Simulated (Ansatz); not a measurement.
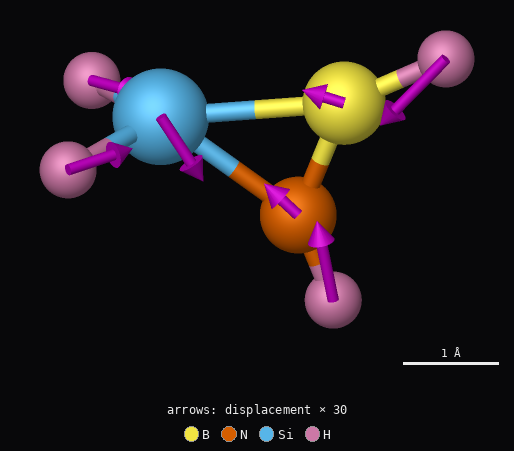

This is a relaxation of BSiNH$_{4}$. The starting structure is drawn; purple arrows show the displacements, 30 times their true length. The two geometries are superimposed by the best rigid fit.

A ball-and-stick model, seen at a tilt.

The start comes from PBE-D4/def2-SVP.

These are results of RKS PBE0-D4/def2-TZVP in Ansatz 0.2.0, not measurements.

Input file:
```yaml
crystal:
  periodic: [false, false, false]
  atoms:
    - {symbol: B, position_ang: [-0.978205, -0.543075, -0.289401]}
    - {symbol: N, position_ang: [0.007790, 0.237648, -0.867763]}
    - {symbol: Si, position_ang: [0.493675, 0.047172, 0.853486]}
    - {symbol: H, position_ang: [-2.002450, -1.084826, -0.632110]}
    - {symbol: H, position_ang: [0.228891, 0.633371, -1.786723]}
    - {symbol: H, position_ang: [0.523615, 1.336391, 1.628787]}
    - {symbol: H, position_ang: [1.788084, -0.694782, 1.048124]}
basis:
  gaussian: {orbitals: def2-TZVP}
hamiltonian: {xc: pbe0, dispersion: d4}
relax: {f_tol: 0.005, max_steps: 150}
```

Command:
```bash
ansatz run in.yaml --threads 2 --pin off --events-out ev --progress --plain --max-ram 4352MiB
```

Question: What happened in the run?

Answer: Over 6 geometry steps the energy falls by 0.040 eV. Largest force component: 0.69 eV/Å at the start, 0.0021 eV/Å at the end. The atom that moves furthest after the best rigid fit is H4 (0.035 Å). Largest moves by element: H 0.035 Å, Si 0.028 Å, N 0.016 Å, B 0.016 Å. Among the contacts that change: N2–Si3 1.799 → 1.756 Å, B1–Si3 1.955 → 1.929 Å, B1–H4 1.208 → 1.188 Å, Si3–H6 1.505 → 1.485 Å. Bond angles that change, for instance: Si3–B1–H4 160.0° → 162.0°. Cost: 14 s on 2 threads of Arm Neoverse V1, with other jobs on the host.
